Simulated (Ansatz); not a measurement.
**H$_{11}$N$_{2}$OSi$_{3}$ (doublet): density, localisation and related maps**

Input file:

```
crystal:
  periodic: [false, false, false]
  atoms:
    - {symbol: Si, position_ang: [0.829988, 0.263655, 1.079339]}
    - {symbol: N, position_ang: [0.732522, -1.046873, -0.274496]}
    - {symbol: Si, position_ang: [0.347290, -0.526516, -1.908310]}
    - {symbol: N, position_ang: [-0.529214, 1.296977, 0.602532]}
    - {symbol: Si, position_ang: [-2.204240, 0.894563, 0.691746]}
    - {symbol: H, position_ang: [0.372554, -0.499214, 2.272646]}
    - {symbol: H, position_ang: [1.935687, -1.112944, 0.117493]}
    - {symbol: O, position_ang: [2.604135, -0.655873, 1.049021]}
    - {symbol: H, position_ang: [0.223978, -1.874618, 0.020410]}
    - {symbol: H, position_ang: [1.195286, 0.655044, -2.193801]}
    - {symbol: H, position_ang: [0.685947, -1.629426, -2.845854]}
    - {symbol: H, position_ang: [-1.087976, -0.190909, -2.066508]}
    - {symbol: H, position_ang: [-0.301316, 2.275376, 0.506329]}
    - {symbol: H, position_ang: [-2.861215, 1.307562, 1.964808]}
    - {symbol: H, position_ang: [-2.300368, -0.587653, 0.590893]}
    - {symbol: H, position_ang: [-2.977261, 1.506242, -0.425043]}
    - {symbol: H, position_ang: [3.334203, -0.075393, 0.818795]}
basis:
  gaussian: {orbitals: def2-TZVPP}
magnetization: {spin_polarized: true, initial_magnetization: 1}
hamiltonian: {xc: pbe0, dispersion: d4}
output: {orbitals: {seedname: orbitals}}
```

Run with:

```sh
ansatz run in.yaml --threads 4 --pin off --events-out ev --progress --plain --max-ram 63488MiB --backend cuda --devices 0, --max-vram 37GiB
```

A transition-state structure; geometry: PBE0-D4/def2-TZVP.

Method: Ansatz, UKS PBE0-D4/def2-TZVPP.

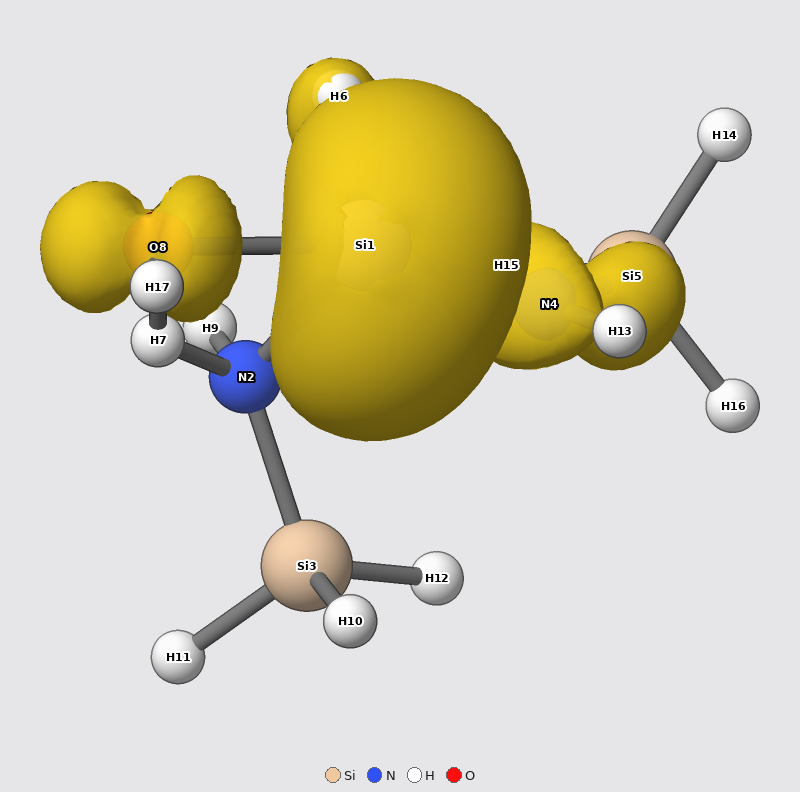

Figure 1. Isosurfaces of the spin density at +0.015 (yellow) and −0.015 e/Å³ (cyan), seen at a tilt.

**Describe the spin distribution.**

The unpaired spin (1 electron) lies mostly on Si1 (about 0.7), O8 (about 0.1) and N4 (about 0.1), in electrons by Hirshfeld's partition.

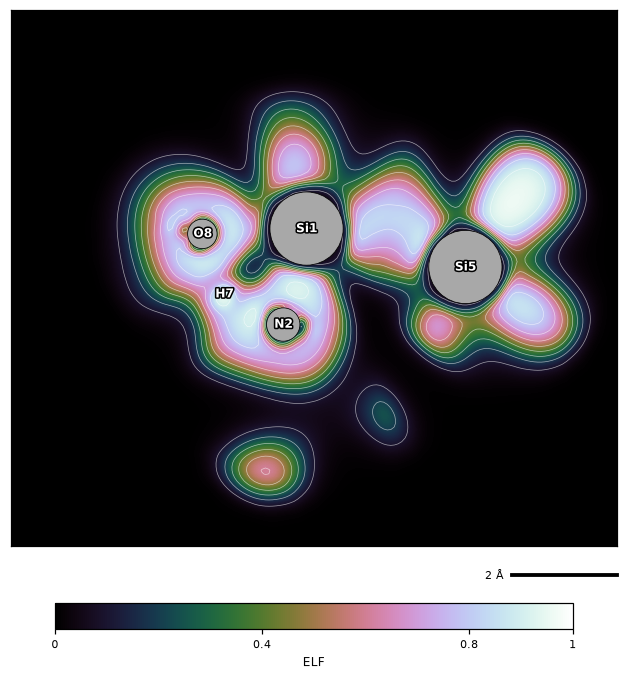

Figure 2. ELF on the plane of atoms Si1, N2 and H7. Grey discs cover the atomic cores.

**What do the fields say about this system?**

- Atoms in the plane: Si, N, H and O.
- O8···H7 (1.23 Å): the ELF peaks at about 0.85 between the atoms.
- Si–O (2.00 Å): the ELF peaks at about 0.85 in the valence shell of O, 0.6 Å from its nucleus, and is about 0.60 at the midpoint.
- Si–N (1.89 Å): the ELF peaks at about 0.90 between the atoms: a polar covalent bond.

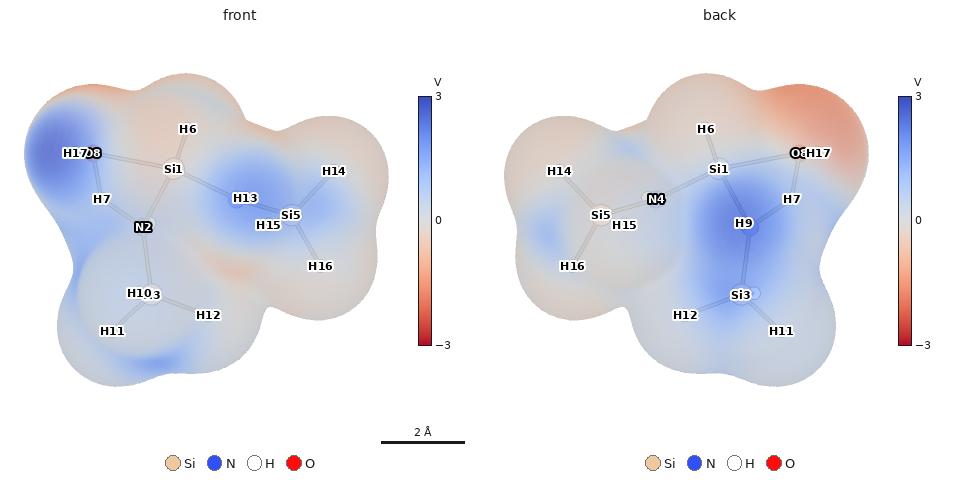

Figure 3. The molecular electrostatic potential painted on the density surface at 0.002 e/bohr³, seen from the front and from behind; red is negative and blue positive.

**Which sites attract a positive test charge, and which a negative one?**

A positive charge is drawn to the negative regions and a negative charge to the positive ones. The most negative region (about −1.4 V) lies over O8, the most positive (about +2.2 V) over H9 and H17. O8 is the likeliest acceptor of a hydrogen bond.
